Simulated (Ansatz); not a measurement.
# CH5OSi: the cost of one run

Program: Ansatz 0.2.0 through its Python package. Level of theory: PBE/pcseg-2. These are calculated values, not measurements.

## Step 1: The system

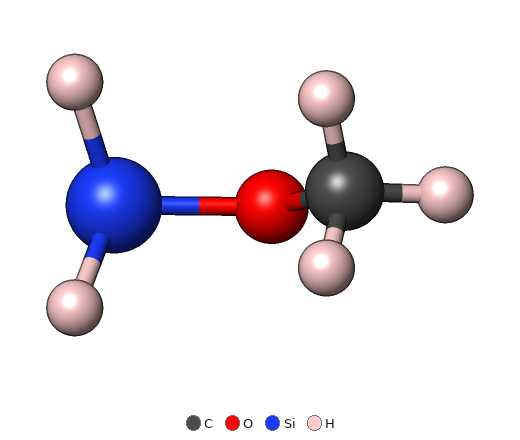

The starting structure, viewed from a chosen angle; carbon dark grey, oxygen red, silicon blue, hydrogen pink.

The script holds or builds the structure itself.

## Step 2: The code

energy_ch5osi.py

```python
"""Electronic structure of the CH5OSi(-) molecule."""

import ansatz as az
from ase import Atoms

BASIS = "pcseg-2"
FUNCTIONAL = "pbe"
NET_CHARGE = -1


def main() -> None:
    atoms = Atoms(["C", "O", "Si", "H", "H", "H", "H", "H"], positions=[
        (1.0444, 0.0913, -0.1036),
        (0.0461, -0.8036, -0.5691),
        (-1.5336, -0.5274, -0.1228),
        (0.8684, 1.109, -0.4705),
        (1.1027, 0.0874, 0.9909),
        (2.0105, -0.2446, -0.4933),
        (-1.9254, 0.8249, -0.5899),
        (-1.6131, -0.537, 1.3584),
    ])
    molecule = az.Crystal.molecule_from_ase(atoms)

    calculation = (
        molecule.calculation()
        .basis(gaussian=BASIS)
        .functional(FUNCTIONAL)
        .charge(NET_CHARGE)
    )
    done = calculation.run()
    rep = done.report

    print("reference energy %16.6f eV" % rep["reference_energy_ev"])
    print("total energy     %16.6f eV" % rep["free_energy_ev"])
    print("occupied orbitals outside the frozen core (up, down):", rep["n_occupied"], " frozen:", rep["n_frozen"], " virtual:", rep["n_virtual"])


if __name__ == "__main__":
    main()
```

## Step 3: Running it

On the command line:

```
$ python energy_ch5osi.py
```

Q: Estimate wall time and peak memory on 1 thread of Arm Neoverse V2, shared host.

About 3.4 s, with a peak of 0.23 GiB.
